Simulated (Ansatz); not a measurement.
# WHO2F3: one change and its effect

System: WHO2F3.
Method of run 1: RKS SPW92 (LDA)/def2-TZVPP (Ansatz 0.2.0).

The geometry comes from this level: PBE0-D4/def2-TZVP. Text and figures count atoms from 1; the logs count them from 0 in places.

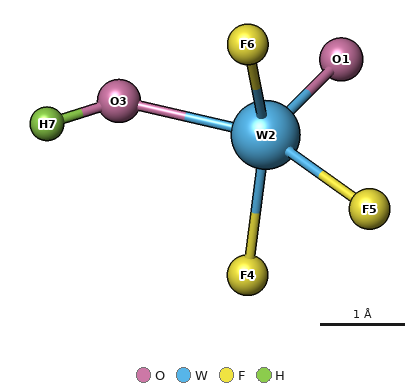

**Figure 1.** The structure (ball-and-stick view, seen at a tilt; atoms are numbered from 1 in the order of the input). Sticks mark near contacts.

### Input, run 1
```yaml
crystal:
  periodic: [false, false, false]
  atoms:
    - {symbol: O, position_ang: [-1.646950, -0.575134, 0.765462]}
    - {symbol: W, position_ang: [-0.346569, 0.116580, -0.031730]}
    - {symbol: O, position_ang: [1.080144, -0.951339, 0.503521]}
    - {symbol: F, position_ang: [-0.278736, -0.704781, -1.701017]}
    - {symbol: F, position_ang: [-1.053776, 1.542374, -0.989276]}
    - {symbol: F, position_ang: [0.287464, 1.454615, 1.096669]}
    - {symbol: H, position_ang: [2.019624, -0.950314, 0.310671]}
basis:
  gaussian: {orbitals: def2-TZVPP}
hamiltonian: {xc: lda}
output: {orbitals: {seedname: orbitals}}
```

Command:
```bash
ansatz run in.yaml --threads 4 --pin off --events-out ev --progress --plain --max-ram 10444MiB
```

Hardware: 4 threads of Intel Xeon @ 2.50GHz, 180 GiB of memory available, shared host.

### Output (run 1)
```
Functional definition: SPW92
  exchange = slater_x
  correlation = pw_c
1164 factors; their error is unknown
mean field evaluation 1: about -13996.7445 eV, gradient 1.1e2 eV
mean field evaluation 2: about -13706.0433 eV, gradient 3.7e2 eV
mean field evaluation 4: about -14008.7031 eV, gradient 7.2e1 eV
mean field evaluation 8: about -14016.9911 eV, gradient 1.8e0 eV
mean field evaluation 16: about -14016.9945 eV, gradient 2.8e-4 eV
mean field -14016.99445905 eV, -515.1150453098 hartree, gradient 6.7e-5 eV, S^2 0.000000; 0 other end points of the search recorded, 0 dependent functions left out
reference -14016.99449770 eV, -515.1150467304 hartree; 29, 29 occupied and 196, 196 virtual orbitals, 1164 factors
Total energy: -14016.99449770 eV, -515.1150467304 hartree
```

Run 2 used a changed input.

### The two runs side by side

| quantity | run 1 | run 2 |
| --- | --- | --- |
| outcome | converged | converged |
| total energy (hartree) | −515.115047 | −517.914431 |
| HOMO (eV) | −9.13 | −13.42 |
| LUMO (eV) | −4.26 | −0.86 |
| basis functions | 225 | 225 |
| wall time (shared host) | 3.6 s | 8.5 s |

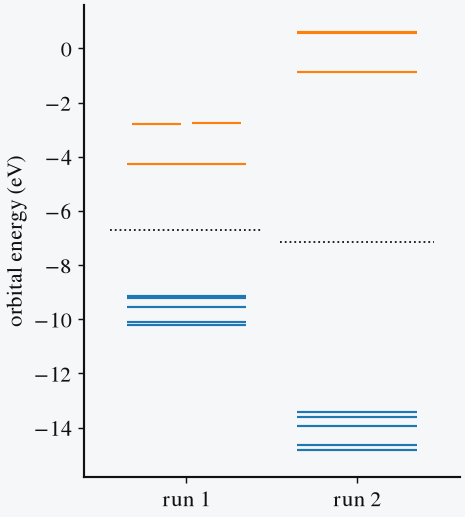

**Figure 2.** The five highest filled and three lowest empty orbital energies of the two runs; the dotted lines part filled from empty levels. The HOMO–LUMO gap is 4.87 eV in run 1 and 12.56 eV in run 2.

Which change of the input explains these differences?

The change (lines with − go, lines with + come):
```diff
-hamiltonian: {xc: lda}
+hamiltonian: {xc: {name: LC-wPBE}}
```

The total energies belong to different methods, so their difference says nothing on which is more stable or more accurate. The HOMO goes from −9.13 to −13.42 eV. The LUMO goes from −4.26 to −0.86 eV. On the same kind of shared host run 2 took about 2.4 times as long.

### Output (run 2)
```
Functional definition: LC-wPBE
  parameter omega = 0.4/bohr
  exchange = pbe_x_sr(omega) + exact_x_lr(omega)
  correlation = pbe_c
1164 factors; their error is unknown
322 factors; integrals over basis functions are off by at most 2.1e-5 eV
mean field evaluation 1: about -14076.0592 eV, gradient 1.0e2 eV
mean field evaluation 2: about -14014.4372 eV, gradient 2.3e2 eV
mean field evaluation 4: about -14092.8439 eV, gradient 1.5e1 eV
mean field evaluation 8: about -14093.1769 eV, gradient 2.8e-1 eV
mean field evaluation 16: about -14093.1696 eV, gradient 1.3e-4 eV
mean field -14093.16963581 eV, -517.9144314226 hartree, gradient 5.6e-5 eV, S^2 0.000000; 0 other end points of the search recorded, 0 dependent functions left out
reference -14093.16963582 eV, -517.9144314228 hartree; 29, 29 occupied and 196, 196 virtual orbitals, 1164 factors
Total energy: -14093.16963582 eV, -517.9144314228 hartree
```
